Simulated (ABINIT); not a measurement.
**Quasiparticle gap of BP (F-43m) in ABINIT**

Wanted: ground state, empty states, screening and self-energy for BP (F-43m).

Method: PBE and many-body steps on it, plane waves, in ABINIT 10.8.3.

### Step 1. The starting structure

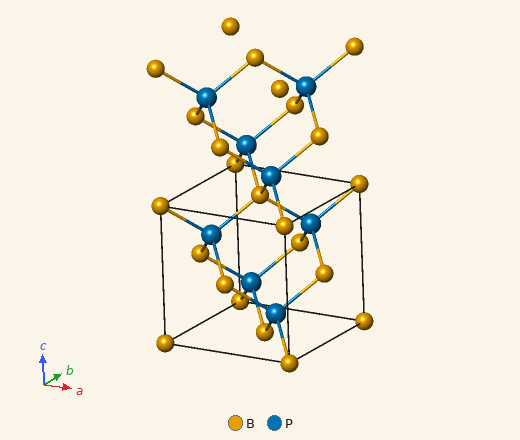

Start, viewed slightly off an axis; boron orange, phosphorus blue. 1×1×2 cells are drawn. This picture shows the conventional cell, with its axes. Bonds to atoms that aren't drawn are left out. Some periodic images of atoms are drawn too.

The cell and positions come from the Crystallography Open Database and are kept as given unless a step says otherwise.

### Step 2. Ground state

This step: ABINIT 10.8.3; DFT, PBE, plane waves, norm-conserving pseudopotentials.

The ground-state density comes first.

Contents of run.abi:

```
acell 3*1.0 Angstrom
rprim 
  0.000000000000 2.269000000000 2.269000000000
  2.269000000000 0.000000000000 2.269000000000
  2.269000000000 2.269000000000 0.000000000000
ntypat 2
znucl 5 15
natom 2
typat 1 2
xred 
  0.000000000000 0.000000000000 0.000000000000
  0.250000000000 0.250000000000 0.250000000000
pp_dirpath "pseudos"
pseudos "B.upf, P.upf"
ecut 34
ngkpt 8 8 8
nshiftk 1
shiftk 0 0 0
kptopt 1
chksymbreak 0
nband 9
occopt 1
tolvrs 1e-10
nstep 60
prtwf 0
optforces 0
optstress 0
indata_prefix "in"
outdata_prefix "out"
tmpdata_prefix "tmp"
```

Command:

```bash
> OMP_NUM_THREADS=1 mpirun -n 4 abinit run.abi > log
```

Numbers of over 12 decimals in the logs are rounded to 6 here.

The log of the run:

```text
.Version 10.8.3 of ABINIT. v10.8.2 released Aug 2026.

 Symmetries : space group F-4 3 m (#216); Bravais cF (face-center cubic)
================================================================================
 Values of the parameters that define the memory need of the present run
     intxc =       0    ionmov =       0      iscf =       7    lmnmax =       6
     lnmax =       6     mgfft =      32  mpssoang =       3    mqgrid =    3001
     natom =       2  nloc_mem =       1    nspden =       1   nspinor =       1
    nsppol =       1      nsym =      24    n1xccc =    2501    ntypat =       2
    occopt =       1   xclevel =       2
-    mband =           9        mffmem =           1         mkmem =           8
       mpw =        1506          nfft =       32768          nkpt =          29
================================================================================
  Rough estimation (10% accuracy) of disk space for files :
================================================================================

--------------------------------------------------------------------------------
------------- Echo of variables that govern the present computation ------------
--------------------------------------------------------------------------------
 -outvars: echo values of preprocessed input variables --------
            acell      1.8897261259E+00  1.8897261259E+00  1.8897261259E+00 Bohr

      chksymbreak           0
             ecut      3.40000000E+01 Hartree
-          fftalg         312

              ixc     -101130
              kpt      0.00000000E+00  0.00000000E+00  0.00000000E+00
                       1.25000000E-01  0.00000000E+00  0.00000000E+00
                       2.50000000E-01  0.00000000E+00  0.00000000E+00
                       3.75000000E-01  0.00000000E+00  0.00000000E+00
                       5.00000000E-01  0.00000000E+00  0.00000000E+00
                       1.25000000E-01  1.25000000E-01  0.00000000E+00
                       2.50000000E-01  1.25000000E-01  0.00000000E+00
                       3.75000000E-01  1.25000000E-01  0.00000000E+00
                       5.00000000E-01  1.25000000E-01  0.00000000E+00
   [... 18 further rows ...]
                      -3.75000000E-01  5.00000000E-01  1.25000000E-01
                      -2.50000000E-01  5.00000000E-01  2.50000000E-01
         kptrlatt        8    0    0      0    8    0      0    0    8
          kptrlen      4.85107901E+01
P           mkmem           8
            natom           2
            nband           9
            ngfft          32      32      32
             nkpt          29
            nstep          60
             nsym          24
           ntypat           2
              occ      2.000000  2.000000  2.000000  2.000000  0.000000  0.000000
[...]
optforces           0
        optstress           0
            prtwf           0
            rprim      0.0000000000E+00  2.2690000000E+00  2.2690000000E+00
[...]
spgroup         216

           tolvrs      1.00000000E-10

             xred      0.0000000000E+00  0.0000000000E+00  0.0000000000E+00
[...]
znucl        5.00000   15.00000

================================================================================

 chkinp: Checking input parameters for consistency.

================================================================================
== DATASET  1 ==================================================================
-   mpi_nproc: 4, omp_nthreads: 1 (-1 if OMP is not activated)

--- !DatasetInfo
iteration_state: {dtset: 1, }
dimensions: {natom: 2, nkpt: 29, mband: 9, nsppol: 1, nspinor: 1, nspden: 1, mpw: 1506, }
cutoff_energies: {ecut:  34.0, pawecutdg:  -1.0, }
electrons: {nelect:   8.00000000E+00, charge:   0.00000000E+00, occopt:   1.00000000E+00, tsmear:   1.00000000E-02, }

 Real(R)+Recip(G) space primitive vectors, cartesian coordinates (Bohr,Bohr^-1):
 R(1)=  0.0000000  4.2877886  4.2877886  G(1)= -0.1166102  0.1166102  0.1166102
 R(2)=  4.2877886  0.0000000  4.2877886  G(2)=  0.1166102 -0.1166102  0.1166102
 R(3)=  4.2877886  4.2877886  0.0000000  G(3)=  0.1166102  0.1166102 -0.1166102
 Unit cell volume ucvol=  1.5766311E+02 bohr^3
 Angles (23,13,12)=  6.00000000E+01  6.00000000E+01  6.00000000E+01 degrees

 getcut: wavevector=  0.0000  0.0000  0.0000  ngfft=  32  32  32
         ecut(hartree)=     34.000   => boxcut(ratio)=   2.01047

--- Pseudopotential description ------------------------------------------------
- B Generated using ONCVPSP code by D. R. Hamann
-  5.00000   3.00000  171031                  znucl, zion, pspdat
12 -101130 1 -1 1534                          pspcod,pspxc,lmax,lloc,mmax
     nproj     2     2     0
  pspatm : epsatm=    3.38844616
         --- l  ekb(1:nproj) -->
[...]
pspatm: atomic psp has been read  and splines computed

- P Generated using ONCVPSP code by D. R. Hamann
- 15.00000   5.00000  171031                  znucl, zion, pspdat
12 -101130 2 -1 1298                          pspcod,pspxc,lmax,lloc,mmax
     nproj     2     2     2
  pspatm : epsatm=    8.05910421
         --- l  ekb(1:nproj) -->
[...]
2   -3.154982   -0.827415
 pspatm: atomic psp has been read  and splines computed

   9.15804030E+01                                ecore*ucvol(ha*bohr**3)
--------------------------------------------------------------------------------

_setup2: Arith. and geom. avg. npw (full set) are    1493.475    1493.449

================================================================================

--- !BeginCycle
iteration_state: {dtset: 1, }
solver: {iscf: 7, nstep: 60, nline: 4, wfoptalg: 0, }
tolerances: {tolvrs: 1.00E-10, }

     iter   Etot(hartree)      deltaE(h)  residm     vres2
 ETOT  1  -9.869870    -9.870E+00 5.216E-02 9.030E+01
 ETOT  2  -9.892252    -2.238E-02 4.815E-03 1.817E+01
 ETOT  3  -9.896686    -4.435E-03 5.351E-03 1.261E-01
 ETOT  4  -9.896710    -2.323E-05 7.433E-03 2.373E-03
 ETOT  5  -9.896710    -1.775E-07 5.378E-03 4.971E-05
 ETOT  6  -9.896710    -3.536E-09 2.331E-03 6.175E-07
 ETOT  7  -9.896710    -5.031E-11 7.999E-04 1.692E-08
 ETOT  8  -9.896710    -9.095E-13 1.683E-04 3.445E-10
 ETOT  9  -9.896710     2.363E-13 6.151E-05 1.548E-12

 At SCF step    9       vres2   =  1.55E-12 < tolvrs=  1.00E-10 =>converged.

--- !ResultsGS
iteration_state: {dtset: 1, }
comment   : Summary of ground state results
lattice_vectors:
- [  0.0000000,   4.2877886,   4.2877886, ]
- [  4.2877886,   0.0000000,   4.2877886, ]
- [  4.2877886,   4.2877886,   0.0000000, ]
lattice_lengths: [   6.06385,    6.06385,    6.06385, ]
lattice_angles: [ 60.000,  60.000,  60.000, ] # degrees, (23, 13, 12)
lattice_volume:   1.5766311E+02
convergence: {deltae:  2.363E-13, res2:  1.548E-12, residm:  6.151E-05, diffor:  0.000E+00, }
etotal    :  -9.89670974E+00
entropy   :   0.00000000E+00
fermie    :   2.67006735E-01
cartesian_stress_tensor: null
pressure_GPa: null
xred      :
- [  0.0000E+00,   0.0000E+00,   0.0000E+00,  B]
- [  2.5000E-01,   2.5000E-01,   2.5000E-01,  P]
cartesian_forces: null
force_length_stats: {min: null, max: null, mean: null, }

 Integrated electronic density in atomic spheres:
 ------------------------------------------------
 Atom  Sphere_radius  Integrated_density
    1        2.00000          2.70990900
    2        2.00000          2.92263652
================================================================================

 ----iterations are completed or convergence reached----

 Mean square residual over all n,k,spin=   47.057E-08; max=  61.505E-06
 reduced coordinates (array xred) for    2 atoms
       0.000000000000      0.000000000000      0.000000000000
       0.250000000000      0.250000000000      0.250000000000
 rms dE/dt=  0.0000E+00; max dE/dt=  0.0000E+00; dE/dt below (all hartree)
    1       0.000000000000      0.000000000000      0.000000000000
    2       0.000000000000      0.000000000000      0.000000000000

 cartesian coordinates (angstrom) at end:
    1      0.000000     0.000000     0.000000
    2      1.134500     1.134500     1.134500
 length scales=  1.889726125908  1.889726125908  1.889726125908 bohr
              =  1.000000000000  1.000000000000  1.000000000000 angstroms
 prteigrs : about to open file out_EIG
 Fermi (or HOMO) energy (hartree) =   0.26701   Average Vxc (hartree)=  -0.39956
 Eigenvalues (hartree) for nkpt=  29  k points:
 kpt#   1, nband=  9, wtk=  0.00195, kpt=  0.0000  0.0000  0.0000 (reduced coord)
  -0.30111    0.26701    0.26701    0.26701    0.39220    0.39220    0.39220    0.53740
   0.69048
 prteigrs : prtvol=0 or 1, do not print more k-points.

--- !EnergyTerms
iteration_state     : {dtset: 1, }
comment             : Components of total free energy in Hartree
kinetic             :  4.64395738634320E+00
hartree             :  6.30836753486013E-01
xc                  : -3.32226206940715E+00
Ewald energy        : -1.04916197636976E+01
psp_core            :  5.80861330051174E-01
local_psp           : -2.96903600272400E+00
non_local_psp       :  1.03055262904094E+00
total_energy        : -9.89670973690743E+00
total_energy_eV     : -2.69303191215349E+02
band_energy         :  2.27567509801296E-01

== END DATASET(S) ==============================================================
================================================================================

 -outvars: echo values of variables after computation  --------
           etotal     -9.8967097369E+00
            nband           9
             nkpt          29
          spgroup         216
 [... the other variables as echoed above ...]

 Calculation completed.
```

Elapsed: 3.7 s, on 4 MPI ranks of Intel Xeon Platinum 8559C (Emerald Rapids), shared host; peak memory 0.29 GiB; 14 s of CPU time.

This step gave:

```
total energy               : -269.3032 eV
gap                        : 1.280 eV
k of the valence top       : 0, 0, 0
k of the conduction bottom : 0.375, 0.375, 0
least direct gap           : 3.407 eV
```

The gap is indirect, with the least direct gap 2.13 eV higher.

### Step 3. Bands along the symmetry lines

The cheap functional maps the bands first; the places of the edges decide which points the dearer methods must see.

Contents of run.abi:

```
acell 3*1.0 Angstrom
rprim 
  0.000000000000 2.269000000000 2.269000000000
  2.269000000000 0.000000000000 2.269000000000
  2.269000000000 2.269000000000 0.000000000000
ntypat 2
znucl 5 15
natom 2
typat 1 2
xred 
  0.000000000000 0.000000000000 0.000000000000
  0.250000000000 0.250000000000 0.250000000000
pp_dirpath "pseudos"
pseudos "B.upf, P.upf"
ecut 34
iscf -2
irdden 1
kptopt 0
nkpt 50
kpt 
  0.00000000 0.00000000 0.00000000
  -0.06250000 -0.06250000 0.00000000
  -0.12500000 -0.12500000 0.00000000
  -0.18750000 -0.18750000 0.00000000
  -0.25000000 -0.25000000 0.00000000
  -0.31250000 -0.31250000 0.00000000
  -0.37500000 -0.37500000 0.00000000
  -0.43750000 -0.43750000 0.00000000
  -0.50000000 -0.50000000 0.00000000
  -0.48437500 -0.48437500 0.03125000
  -0.46875000 -0.46875000 0.06250000
  -0.45312500 -0.45312500 0.09375000
  -0.43750000 -0.43750000 0.12500000
  -0.42187500 -0.42187500 0.15625000
  -0.40625000 -0.40625000 0.18750000
  -0.39062500 -0.39062500 0.21875000
  -0.37500000 -0.37500000 0.25000000
  -0.37500000 0.00000000 0.37500000
  -0.32812500 0.00000000 0.32812500
  -0.28125000 0.00000000 0.28125000
  -0.23437500 0.00000000 0.23437500
  -0.18750000 0.00000000 0.18750000
  -0.14062500 0.00000000 0.14062500
  -0.09375000 0.00000000 0.09375000
  -0.04687500 0.00000000 0.04687500
  0.00000000 0.00000000 0.00000000
  0.00000000 0.00000000 0.06250000
  0.00000000 0.00000000 0.12500000
  0.00000000 0.00000000 0.18750000
  0.00000000 0.00000000 0.25000000
  0.00000000 0.00000000 0.31250000
  0.00000000 0.00000000 0.37500000
  0.00000000 0.00000000 0.43750000
  0.00000000 0.00000000 0.50000000
  -0.06250000 -0.03125000 0.46875000
  -0.12500000 -0.06250000 0.43750000
  -0.18750000 -0.09375000 0.40625000
  -0.25000000 -0.12500000 0.37500000
  -0.31250000 -0.15625000 0.34375000
  -0.37500000 -0.18750000 0.31250000
  -0.43750000 -0.21875000 0.28125000
  -0.50000000 -0.25000000 0.25000000
  -0.50000000 -0.28125000 0.21875000
  -0.50000000 -0.31250000 0.18750000
  -0.50000000 -0.34375000 0.15625000
  -0.50000000 -0.37500000 0.12500000
  -0.50000000 -0.40625000 0.09375000
  -0.50000000 -0.43750000 0.06250000
  -0.50000000 -0.46875000 0.03125000
  -0.50000000 -0.50000000 0.00000000
istwfk *1
nband 11
nbdbuf 2
tolwfr 1e-08
nstep 40
prtwf 0
prtvol 0
indata_prefix "in"
outdata_prefix "out"
tmpdata_prefix "tmp"
```

The log of the run:

```text
.Version 10.8.3 of ABINIT. v10.8.2 released Aug 2026.

 Symmetries : space group F-4 3 m (#216); Bravais cF (face-center cubic)
[... echo of the input left out ...]
== DATASET  1 ==================================================================
-   mpi_nproc: 4, omp_nthreads: 1 (-1 if OMP is not activated)

--- !DatasetInfo
iteration_state: {dtset: 1, }
dimensions: {natom: 2, nkpt: 50, mband: 11, nsppol: 1, nspinor: 1, nspden: 1, mpw: 1524, }
cutoff_energies: {ecut:  34.0, pawecutdg:  -1.0, }
electrons: {nelect:   8.00000000E+00, charge:   0.00000000E+00, occopt:   1.00000000E+00, tsmear:   1.00000000E-02, }

 Real(R)+Recip(G) space primitive vectors, cartesian coordinates (Bohr,Bohr^-1):
 R(1)=  0.0000000  4.2877886  4.2877886  G(1)= -0.1166102  0.1166102  0.1166102
 R(2)=  4.2877886  0.0000000  4.2877886  G(2)=  0.1166102 -0.1166102  0.1166102
 R(3)=  4.2877886  4.2877886  0.0000000  G(3)=  0.1166102  0.1166102 -0.1166102
 Unit cell volume ucvol=  1.5766311E+02 bohr^3
 Angles (23,13,12)=  6.00000000E+01  6.00000000E+01  6.00000000E+01 degrees

 getcut: wavevector=  0.0000  0.0000  0.0000  ngfft=  32  32  32
         ecut(hartree)=     34.000   => boxcut(ratio)=   2.01047

--- Pseudopotential description ------------------------------------------------
- B Generated using ONCVPSP code by D. R. Hamann
-  5.00000   3.00000  171031                  znucl, zion, pspdat
12 -101130 1 -1 1534                          pspcod,pspxc,lmax,lloc,mmax
     nproj     2     2     0
  pspatm : epsatm=    3.38844616
         --- l  ekb(1:nproj) -->
             0    8.382104    1.234201
             1   -3.719492   -0.867526
 pspatm: atomic psp has been read  and splines computed

- P Generated using ONCVPSP code by D. R. Hamann
- 15.00000   5.00000  171031                  znucl, zion, pspdat
12 -101130 2 -1 1298                          pspcod,pspxc,lmax,lloc,mmax
     nproj     2     2     2
  pspatm : epsatm=    8.05910421
         --- l  ekb(1:nproj) -->
             0    6.598722    1.052341
[...]
pspatm: atomic psp has been read  and splines computed

--------------------------------------------------------------------------------

================================================================================
 prteigrs : about to open file out_EIG
 Non-SCF case, kpt    1 (  0.00000  0.00000  0.00000), residuals and eigenvalues=
  2.07E-09  2.03E-09  2.54E-09  7.57E-09  9.91E-10  7.95E-09  8.75E-09  2.09E-09
[...]
-3.0111E-01  2.6701E-01  2.6701E-01  2.6701E-01  3.9220E-01  3.9220E-01
  3.9220E-01  5.3740E-01  6.9047E-01  7.0970E-01  7.0970E-01
 Non-SCF case, kpt    2 ( -0.06250 -0.06250  0.00000), residuals and eigenvalues=
  4.40E-09  2.39E-09  4.87E-09  9.99E-09  1.46E-09  4.38E-09  3.97E-09  3.31E-09
[...]
-2.9765E-01  2.5282E-01  2.5282E-01  2.5505E-01  3.8534E-01  4.1020E-01
[...]
3.54E-09  2.57E-09  3.37E-09  7.93E-09  3.89E-09  3.70E-09  8.59E-09  5.77E-09
[...]
-2.8732E-01  2.2366E-01  2.2386E-01  2.2386E-01  3.6930E-01  4.5040E-01
  4.5040E-01  5.4631E-01  6.4728E-01  7.2434E-01  7.3398E-01
[...]
Non-SCF case, kpt   49 ( -0.50000 -0.46875  0.03125), residuals and eigenvalues=
[...]
-1.2244E-01 -4.7675E-02  1.1332E-01  1.1345E-01  3.2073E-01  3.3283E-01
  7.0552E-01  7.0931E-01  8.1682E-01  8.6372E-01  9.1210E-01
 Non-SCF case, kpt   50 ( -0.50000 -0.50000  0.00000), residuals and eigenvalues=
[...]
-1.2278E-01 -4.8232E-02  1.1583E-01  1.1583E-01  3.1652E-01  3.2827E-01
  7.1044E-01  7.1044E-01  8.2597E-01  8.7270E-01  9.2368E-01

--- !ResultsGS
iteration_state: {dtset: 1, }
comment   : Summary of ground state results
lattice_vectors:
- [  0.0000000,   4.2877886,   4.2877886, ]
- [  4.2877886,   0.0000000,   4.2877886, ]
- [  4.2877886,   4.2877886,   0.0000000, ]
lattice_lengths: [   6.06385,    6.06385,    6.06385, ]
lattice_angles: [ 60.000,  60.000,  60.000, ] # degrees, (23, 13, 12)
lattice_volume:   1.5766311E+02
convergence: {deltae:  0.000E+00, res2:  0.000E+00, residm:  9.993E-09, diffor:  0.000E+00, }
etotal    :  -9.89670974E+00
entropy   :   0.00000000E+00
fermie    :   2.67006735E-01
cartesian_stress_tensor: null
pressure_GPa: null
xred      :
- [  0.0000E+00,   0.0000E+00,   0.0000E+00,  B]
- [  2.5000E-01,   2.5000E-01,   2.5000E-01,  P]
cartesian_forces: null
force_length_stats: {min: null, max: null, mean: null, }

 Integrated electronic density in atomic spheres:
 ------------------------------------------------
 Atom  Sphere_radius  Integrated_density
[...]
================================================================================

 ----iterations are completed or convergence reached----

 Mean square residual over all n,k,spin=   47.323E-10; max=  99.929E-10
 reduced coordinates (array xred) for    2 atoms
[...]
cartesian coordinates (angstrom) at end:
    1      0.000000     0.000000     0.000000
    2      1.134500     1.134500     1.134500
 length scales=  1.889726125908  1.889726125908  1.889726125908 bohr
              =  1.000000000000  1.000000000000  1.000000000000 angstroms
 prteigrs : about to open file out_EIG
 Eigenvalues (hartree) for nkpt=  50  k points:
 kpt#   1, nband= 11, wtk=  1.00000, kpt=  0.0000  0.0000  0.0000 (reduced coord)
[...]
kpt#   2, nband= 11, wtk=  1.00000, kpt= -0.0625 -0.0625  0.0000 (reduced coord)
[...]
kpt#   3, nband= 11, wtk=  1.00000, kpt= -0.1250 -0.1250  0.0000 (reduced coord)
[...]
kpt#  49, nband= 11, wtk=  1.00000, kpt= -0.5000 -0.4687  0.0313 (reduced coord)
  -0.12244   -0.04767    0.11332    0.11345    0.32073    0.33283    0.70552    0.70931
   0.81682    0.86372    0.91210
 kpt#  50, nband= 11, wtk=  1.00000, kpt= -0.5000 -0.5000  0.0000 (reduced coord)
  -0.12278   -0.04823    0.11583    0.11583    0.31652    0.32827    0.71044    0.71044
   0.82597    0.87270    0.92368

== END DATASET(S) ==============================================================
================================================================================

 -outvars: echo values of variables after computation  --------
            nband          11
             nkpt          50
          spgroup         216
 [... the other variables as echoed above ...]

 Calculation completed.
```

Wall time 3.5 s (4 MPI ranks); peak memory 0.27 GiB.

Numbers from this step:

```
gap                        : 1.260 eV
k of the valence top       : 0, 0, 0
k of the conduction bottom : -0.4375, -0.4375, 0
least direct gap           : 3.407 eV
```

The gap is 1.260 eV, −0.020 eV from the run before at this level.

The electronic bands at the labelled points (eV, zero at the top of the highest filled band; v1 is the highest filled band, c1 the lowest empty one):

```
    point      v4     v3     v2     v1    c1    c2     c3     c4
        Γ  -15.46   0.00   0.00   0.00  3.41  3.41   3.41   7.36
        X  -10.61  -8.58  -4.11  -4.11  1.35  1.67  12.07  12.07
        U  -10.61  -8.16  -6.22  -3.50  2.16  6.00   9.71  10.59
jump to K  -10.61  -8.16  -6.22  -3.50  2.16  6.00   9.71  10.59
        Γ  -15.46   0.00   0.00   0.00  3.41  3.41   3.41   7.36
        L  -12.14  -9.03  -1.76  -1.76  3.78  4.72   4.72  10.13
        W  -10.33  -8.05  -5.67  -5.47  5.33  6.77   7.23   7.45
        X  -10.61  -8.58  -4.11  -4.11  1.35  1.67  12.07  12.07
```

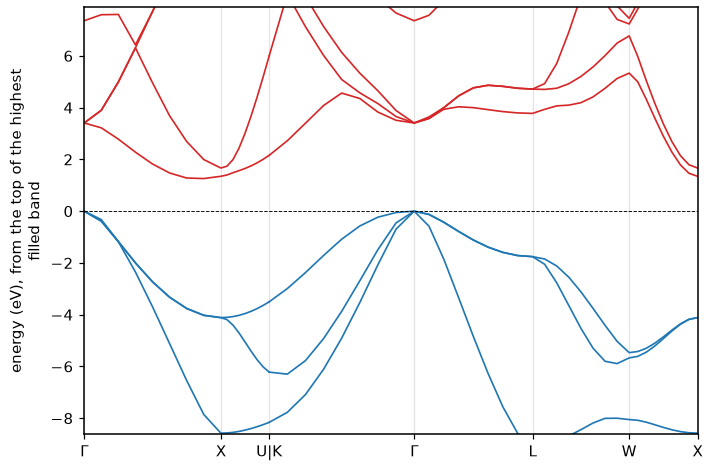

Electronic bands along the path; lines of filled and empty bands in two colours.

[end of part 1 of 2]

[Paths, hosts, dates, memory and timing lines, banners, echoed tables and standing remarks are left out of the program output.]

[Logs are printed without paths, hosts, clocks, repeated set-up lines and the standing remarks that a program may print on its own settings, such as how far it seeks lower states.]

[Runs of the session that timed out or met a known fault of the program may be left out.]

[Hosts, paths, dates, database ids (printed as entryN), source tags and the programs' standing remarks are cut or masked in the printed files.]

[G0W0 gaps are taken among the corrected bands and points alone; a level outside them can change the order at an edge.]

[Where Ansatz stands beside ABINIT at settings called matched, ABINIT's density can come from a denser mesh and the files from another edition; pairs whose starting gaps differed by over 0.03 eV were left out, so agreement reads better than it is.]
